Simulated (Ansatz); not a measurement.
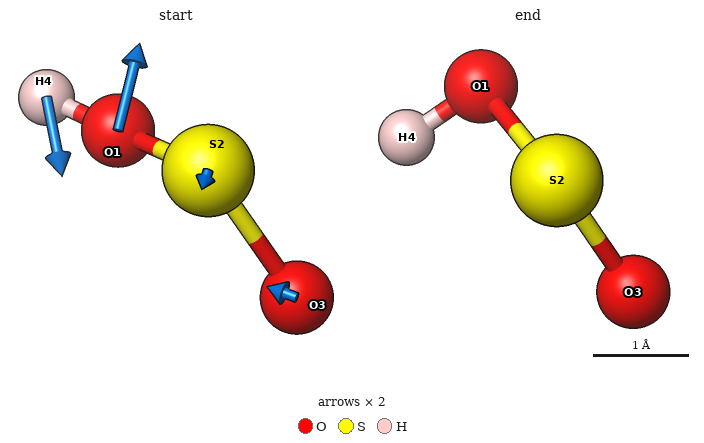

The structure of HSO₂ (charge −1) before (left) and after (right) a relaxation, at one scale. The blue arrows give the displacements, 2 times their true length.

The picture is a ball-and-stick view, seen from a free direction.

It is one of the separated reactants of a reaction.

The calculation used RKS PBE-D4/def2-SVPD (Ansatz 0.2.0). Settings: force threshold 0.03 eV/Å; at most 250 steps.

What changed between the two?

Answer. After 8 accepted moves (9 points after the start) the energy has fallen by 2.118 eV. Largest force component: 5.8 eV/Å at the start, 0.021 eV/Å at the end. The line search rejected the trial step at point 5 of the run. O1 moves most after the best rigid fit: 0.50 Å. By element the largest moves are O 0.50 Å, H 0.45 Å, S 0.12 Å. Some distances before and after: O1–S2 1.534 → 1.832 Å, S2–O3 1.737 → 1.584 Å, O1–H4 0.970 → 0.974 Å. Among the angles between lasting bonds that change: S2–O1–H4 163.8° → 102.0°. The run took 9 s on 2 threads of Arm Neoverse V1, on a shared host.
